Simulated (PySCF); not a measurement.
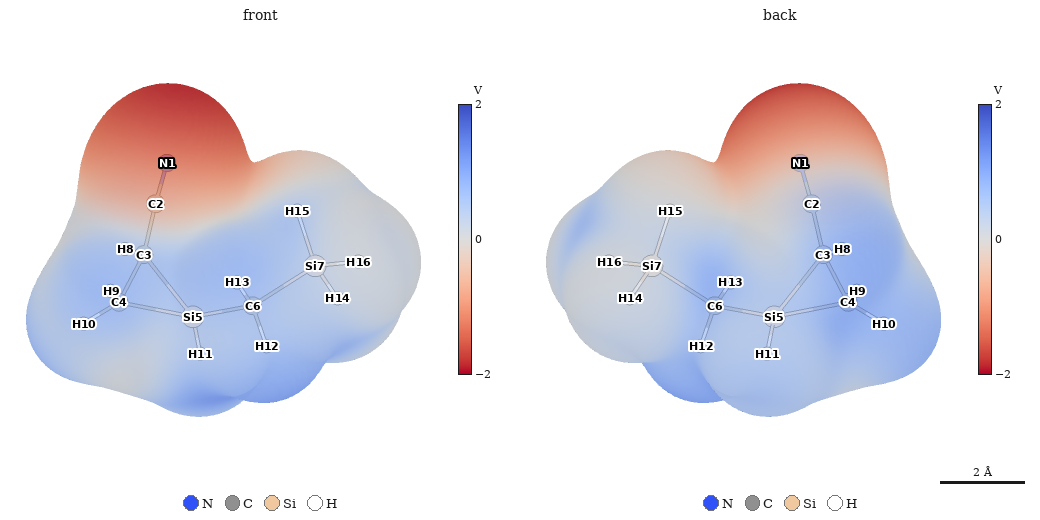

Figure 1: C$_{4}$H$_{9}$NSi$_{2}$. The molecular electrostatic potential painted on the density surface at 0.001 e/bohr³, seen from the front and from behind; red is negative and blue positive.

Geometry: GFN2-xTB.

Computed with PySCF, PBE0/def2-SVPD, SCF density, gas phase.

```tsv
atom	x (Å)	y (Å)	z (Å)
N	-1.0620	1.8929	-1.7759
C	-1.3662	0.9412	-1.2083
C	-1.6802	-0.2201	-0.4841
C	-2.1197	-0.0315	0.9887
Si	-0.4277	-0.8341	0.8291
C	1.1240	0.2015	1.0941
Si	2.4836	-0.0367	-0.2274
H	-2.2508	-0.9374	-1.0618
H	-2.2020	1.0004	1.3051
H	-2.9951	-0.5998	1.2709
H	-0.3665	-2.2815	0.9652
H	1.5361	-0.0179	2.0785
H	0.8389	1.2538	1.1035
H	2.8965	-1.4444	-0.2039
H	1.9548	0.3160	-1.5401
H	3.6289	0.8065	0.1225
```

> Where is the surface potential most negative and most positive?

The most negative region (about −1.8 V, or −42 kcal/mol for a unit charge) lies over N1, the most positive (about +1.2 V, or +28 kcal/mol for a unit charge) over Si5. N1 is the likeliest acceptor of a hydrogen bond.

> What dipole moment does the calculation give?

Its dipole moment is 4.51 D.
